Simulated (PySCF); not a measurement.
## C$_{4}$H$_{9}$ClSi: a changed input and its effect

System: C$_{4}$H$_{9}$ClSi.
Method of run A: GIAO PBE0/pcSseg-1 NMR shielding, non-relativistic, IEF-PCM benzene (PySCF 2.14.0).

The geometry comes from this level: PBE0-D3(BJ)/def2-SVP. Text and figures count atoms from 1; the logs count them from 0 in places.

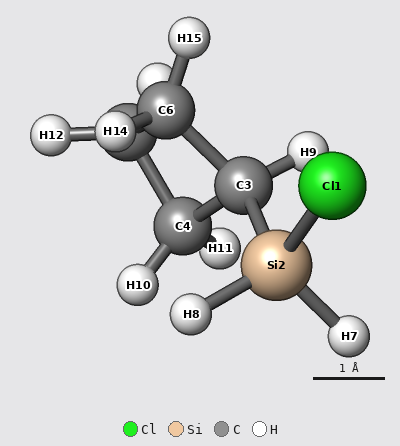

Fig. 1: The structure (ball-and-stick view, seen at a tilt; atoms are numbered from 1 in the order of the input).

### Input file, run A
```
{"job": {"kind": "nmr", "xc": "PBE0", "basis": "pcSseg-1", "solvent": "benzene", "pop": false}, "charge": 0, "multiplicity": 1}
Cl     5.648824     3.743261     0.070826
Si     4.647996     1.950796     0.383830
C      2.875769     2.120540    -0.182511
C      1.864258     1.007438     0.204196
C      0.812699     2.104104     0.453016
C      1.951053     3.137556     0.534406
H      5.377967     0.885968    -0.364095
H      4.691253     1.658703     1.847232
H      2.857689     2.290451    -1.272285
H      2.147240     0.497026     1.140018
H      1.645337     0.238941    -0.551755
H      0.152251     1.994048     1.326508
H      0.185449     2.266401    -0.437113
H      2.264822     3.318420     1.575675
H      1.805653     4.113370     0.048735
```

The first line tells a small driver script what to run in PySCF; the rest is the geometry in Å.

Command:
```bash
OMP_NUM_THREADS=1 python <driver script> task.json out
```

Hardware: 1 CPU thread, shared host.

### Output (run A)
```
coarse grid: 13176 points
cycle   1  E = -906.9688453651  dE =  4.759e-01  |g| = 3.721e-01  |ddm| = 3.395e+00
cycle   2  E = -906.9570478794  dE =  1.180e-02  |g| = 4.430e-01  |ddm| = 7.902e-01
cycle   3  E = -907.0066789271  dE = -4.963e-02  |g| = 4.196e-02  |ddm| = 4.403e-01
cycle   4  E = -907.0070091073  dE = -3.302e-04  |g| = 1.855e-02  |ddm| = 5.840e-02
cycle   5  E = -907.0070841389  dE = -7.503e-05  |g| = 3.684e-03  |ddm| = 2.303e-02
cycle   6  E = -907.0070872570  dE = -3.118e-06  |g| = 1.137e-03  |ddm| = 4.969e-03
final grid: 116856 points
cycle   7  E = -907.0425056538  dE = -2.957e-05  |g| = 7.388e-03  |ddm| = 2.640e-02
cycle   8  E = -907.0424966655  dE =  8.988e-06  |g| = 9.380e-03  |ddm| = 1.428e-02
cycle   9  E = -907.0425189040  dE = -2.224e-05  |g| = 5.501e-04  |ddm| = 8.219e-03
cycle  10  E = -907.0425189473  dE = -4.329e-08  |g| = 1.604e-04  |ddm| = 5.978e-04
cycle  11  E = -907.0425189532  dE = -5.930e-09  |g| = 4.126e-05  |ddm| = 1.782e-04
cycle  12  E = -907.0425189536  dE = -4.093e-10  |g| = 9.379e-06  |ddm| = 5.064e-05
converged SCF energy = -907.0425189536

GIAO shielding tensors (ppm)
atom      isotropic    diamagn.    paramagn.     s11        s22        s33       span
  0 Cl    1007.754    1143.643    -135.889    953.032   1026.309   1043.921     90.889
  1 Si     353.092     874.863    -521.770    308.147    352.658    398.472     90.325
  2 C      161.435     258.758     -97.323    138.901    165.899    179.504     40.603
  3 C      160.308     243.754     -83.447    143.120    161.967    175.836     32.716
  4 C      159.221     242.941     -83.721    143.118    162.804    171.740     28.622
  5 C      157.916     256.211     -98.295    142.627    155.545    175.576     32.949
  6 H       26.255      26.054       0.201     22.328     24.995     31.440      9.112
  7 H       26.394      26.476      -0.083     22.595     25.690     30.895      8.300
  8 H       29.065      31.718      -2.653     26.012     28.901     32.281      6.269
  9 H       29.383      32.824      -3.441     26.290     28.395     33.466      7.177
 10 H       29.458      32.668      -3.210     25.849     26.170     36.355     10.506
 11 H       29.365      31.169      -1.804     25.509     25.969     36.616     11.107
 12 H       28.963      31.383      -2.420     26.281     26.587     34.021      7.740
 13 H       29.207      31.109      -1.902     25.985     28.916     32.719      6.734
 14 H       29.198      29.779      -0.582     25.282     26.994     35.316     10.034
```

For run B the input was changed thus:
```diff
-"solvent": "benzene"
-"pop": false
+"solvent": "acetone"
+"pop": true
```

What does this change do to the results?

The total energy of run B is 1.0 kcal/mol lower: the change of the electrostatic solvation energy at this fixed geometry, without cavity or dispersion terms. The HOMO goes from −8.00 to −7.93 eV. The dipole moment goes from 2.65 to 2.94 D. Of all shieldings, the largest change is that of Cl1, by +3.9 ppm. The number of SCF iterations is the same.

### Output (run B)
```
coarse grid: 13176 points
cycle   1  E = -906.9712857223  dE =  4.736e-01  |g| = 3.687e-01  |ddm| = 3.394e+00
cycle   2  E = -906.9612864311  dE =  9.999e-03  |g| = 4.319e-01  |ddm| = 7.653e-01
cycle   3  E = -907.0082807246  dE = -4.699e-02  |g| = 4.183e-02  |ddm| = 4.194e-01
cycle   4  E = -907.0086143359  dE = -3.336e-04  |g| = 1.813e-02  |ddm| = 5.663e-02
cycle   5  E = -907.0086852737  dE = -7.094e-05  |g| = 3.317e-03  |ddm| = 2.158e-02
cycle   6  E = -907.0086876974  dE = -2.424e-06  |g| = 1.093e-03  |ddm| = 4.303e-03
final grid: 116856 points
cycle   7  E = -907.0441058984  dE = -2.973e-05  |g| = 7.394e-03  |ddm| = 2.639e-02
cycle   8  E = -907.0440975388  dE =  8.360e-06  |g| = 9.257e-03  |ddm| = 1.407e-02
cycle   9  E = -907.0441192198  dE = -2.168e-05  |g| = 5.413e-04  |ddm| = 7.972e-03
cycle  10  E = -907.0441192613  dE = -4.149e-08  |g| = 1.561e-04  |ddm| = 5.637e-04
cycle  11  E = -907.0441192669  dE = -5.560e-09  |g| = 4.058e-05  |ddm| = 1.663e-04
cycle  12  E = -907.0441192673  dE = -3.945e-10  |g| = 9.279e-06  |ddm| = 4.919e-05
converged SCF energy = -907.0441192673

GIAO shielding tensors (ppm)
atom      isotropic    diamagn.    paramagn.     s11        s22        s33       span
  0 Cl    1011.665    1143.831    -132.166    959.046   1029.691   1046.258     87.213
  1 Si     352.417     875.065    -522.648    307.395    352.565    397.292     89.897
  2 C      161.620     258.590     -96.970    138.650    166.272    179.938     41.289
  3 C      160.434     243.879     -83.445    142.781    162.267    176.255     33.473
  4 C      159.511     243.165     -83.654    143.349    163.013    172.171     28.822
  5 C      158.312     256.297     -97.985    142.925    155.961    176.052     33.127
  6 H       26.243      26.124       0.120     22.309     24.994     31.427      9.118
  7 H       26.369      26.526      -0.157     22.562     25.674     30.870      8.308
  8 H       28.952      31.593      -2.642     25.855     28.799     32.201      6.345
  9 H       29.285      32.771      -3.486     26.175     28.289     33.390      7.215
 10 H       29.413      32.647      -3.234     25.779     26.116     36.345     10.566
 11 H       29.354      31.197      -1.843     25.490     25.959     36.613     11.124
 12 H       28.926      31.397      -2.471     26.248     26.528     34.002      7.754
 13 H       29.169      31.051      -1.883     25.946     28.875     32.685      6.740
 14 H       29.221      29.777      -0.556     25.295     27.029     35.340     10.045
```

### The two runs side by side

| quantity | run A | run B |
| --- | --- | --- |
| outcome | converged | converged |
| total energy (hartree) | −907.042519 | −907.044119 |
| HOMO (eV) | −8.00 | −7.93 |
| LUMO (eV) | 0.31 | 0.36 |
| dipole moment (D) | 2.65 | 2.94 |
| shielding of Cl1 (ppm) | 1007.8 | 1011.7 |
| shielding of Si2 (ppm) | 353.1 | 352.4 |
| shielding of C3 (ppm) | 161.4 | 161.6 |
| shielding of C4 (ppm) | 160.3 | 160.4 |
| shielding of C5 (ppm) | 159.2 | 159.5 |
| shielding of C6 (ppm) | 157.9 | 158.3 |
| shielding of H9 (ppm) | 29.1 | 29.0 |
| SCF iterations | 12 | 12 |
| basis functions | 161 | 161 |
| wall time (shared host) | 13 s | 15 s |
